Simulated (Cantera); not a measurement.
Feed: 1 mol Al, 0.016 mol H2O, 3.2 mol H2, held at 0.0310 bar.

Equilibrium computed with Cantera from the NASA thermochemical tables; the gas is ideal and each condensed phase is pure. Candidate condensed phases: Al, Al2O3, H2O; 19 gas species. Mutual solubility and eutectic melting of coexisting phases are not modelled. Equilibrium is a limit: real reactors are often held back by kinetics, nucleation or transport.

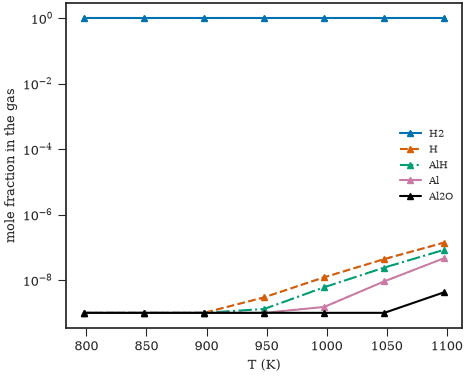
Figure: Equilibrium gas composition (values under 1e-9 drawn at 1e-9)

### Question
Read off the mole fractions at 1098 K.

### Answer
H2 about 1.0, H about 1.4e-7, AlH about 8.5e-8, Al about 4.7e-8.
